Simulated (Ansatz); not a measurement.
C$_{5}$H$_{7}$BO$_{3}$

```xyz
16

C     0.1012   -1.6960   -0.1405
C    -0.0515   -2.4994    1.0890
C     0.6279   -1.9175    2.0953
C     1.3414   -0.6588    1.6779
C     1.0321   -0.5304    0.1767
B     0.4248    0.8375   -0.3816
O    -0.4446   -1.8828   -1.2179
O     0.6693    1.9925    0.2974
O    -0.3132    0.8378   -1.5166
H    -0.6603   -3.4028    1.1348
H     0.6595   -2.2913    3.1225
H     2.4213   -0.7270    1.8944
H     0.9767    0.2072    2.2575
H     1.9427   -0.6910   -0.4321
H     0.2552    2.7521   -0.1355
H    -0.4706   -0.0827   -1.8157
```

Geometry: B3LYP-D3(BJ)/def2-SVP.

These are results of isolated molecule in a Gaussian basis; Kohn-Sham density functional theory, functional PBE0 (Ansatz), not measurements.

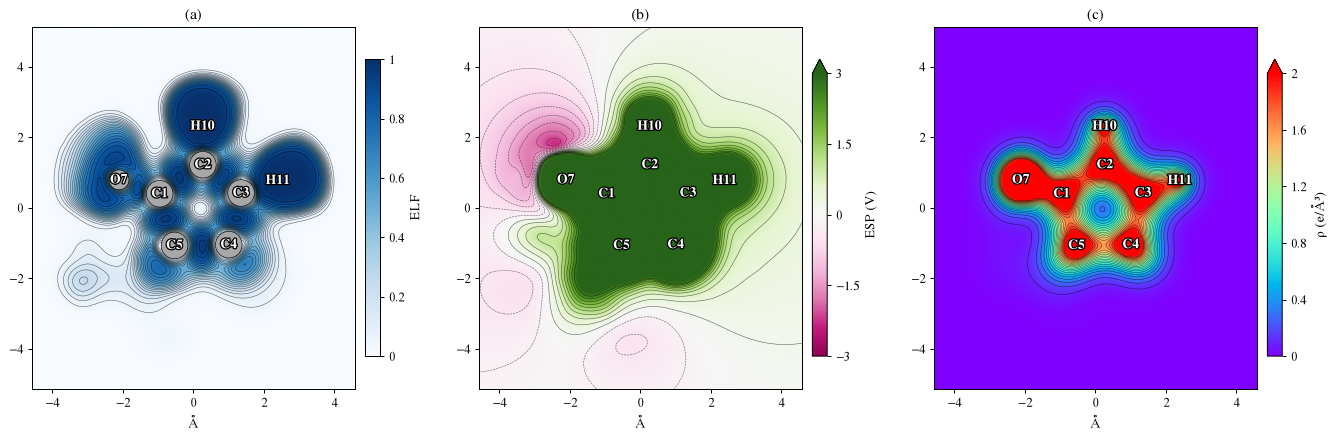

Figure 1. (a) electron localisation function; (b) molecular electrostatic potential; (c) total electron density on the plane of atoms C3, C2 and H10. Grey discs cover the atomic cores in the ELF map.

Q: Read the bonding off the picture.

A: The plane passes through C, O and H nuclei. C–O (1.22 Å): ρ is about 3.2 e/Å³ halfway; the ELF peaks at about 0.90 between the atoms: a multiple bond. C–C (1.35 Å): the density is about 2.3 e/Å³ at the midpoint; the ELF peaks at about 0.95 between the atoms: localised, covalent bonding. C–C (1.48 Å): ρ is about 1.8 e/Å³ halfway; the ELF peaks at about 0.95 between the atoms: a shared electron pair. C–C (1.53 Å): ρ is about 1.7 e/Å³ halfway; the ELF peaks at about 0.95 between the atoms: a shared electron pair. The ELF also peaks beside O7, away from the bonds: lone-pair regions. Outside the dense part of the molecule the potential is most negative (−2.3 V) near O7.

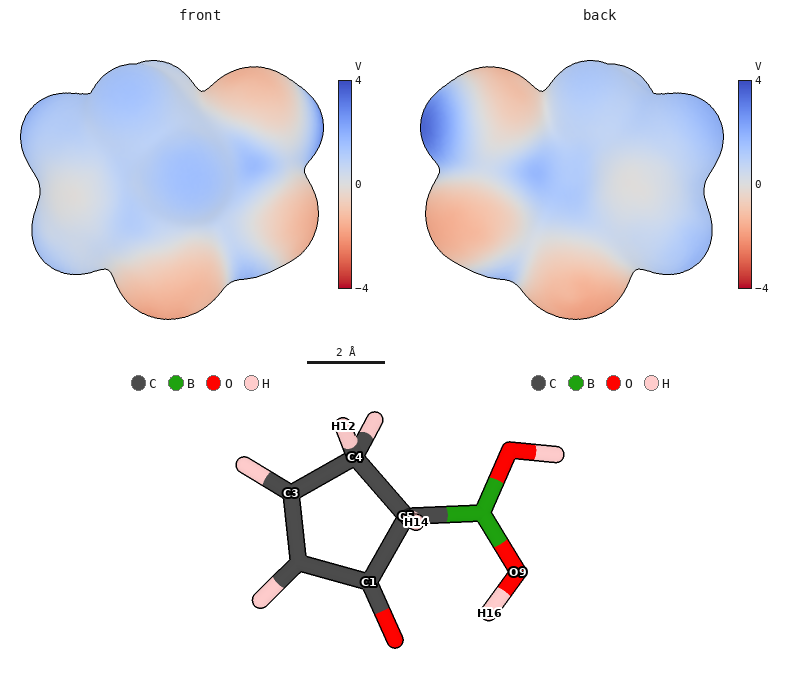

Figure 2. The molecular electrostatic potential painted on the density surface at 0.004 e/bohr³, seen from the front and from behind; red is negative and blue positive. The bare structure is drawn below in the same view.

Q: Which sites attract a positive test charge, and which a negative one?

A: A positive charge is drawn to the negative regions and a negative charge to the positive ones. The most negative region (about −1.8 V) lies over O7, the most positive (about +3.2 V) over H15. O7 is the likeliest acceptor of a hydrogen bond.

Q: How polar is the molecule by this calculation?

A: Its dipole moment is 3.21 D.

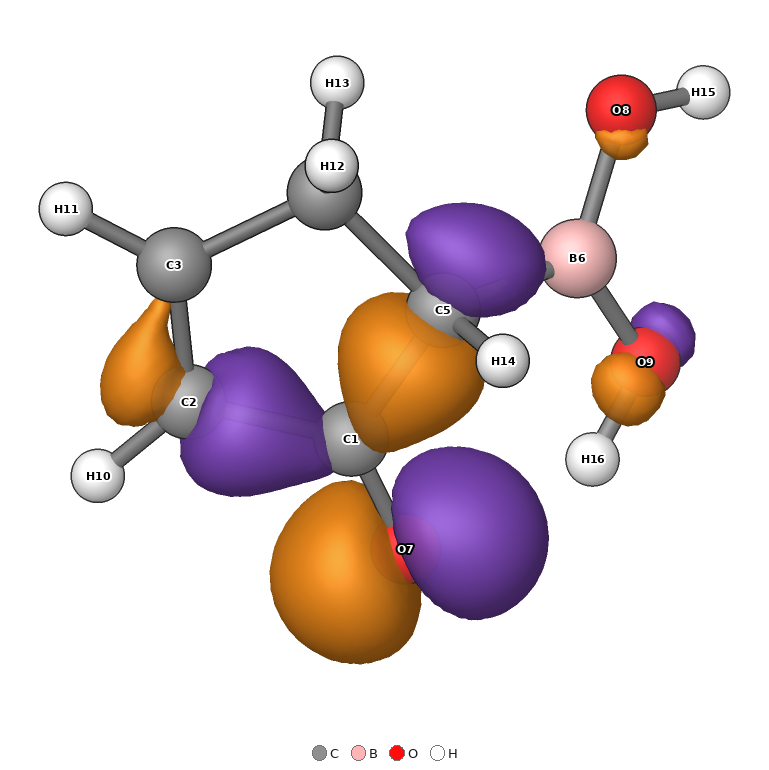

Figure 3. The HOMO at ±0.15 Å⁻³ᐟ² (orange and purple are the two phases), seen at a tilt.

Q: Describe this orbital and give its energy.

A: By Hirshfeld shares it lies mainly on O7 (about 55 %), C1 (about 10 %), C5 (about 10 %) and C2 (about 10 %). Its energy is −7.59 eV.
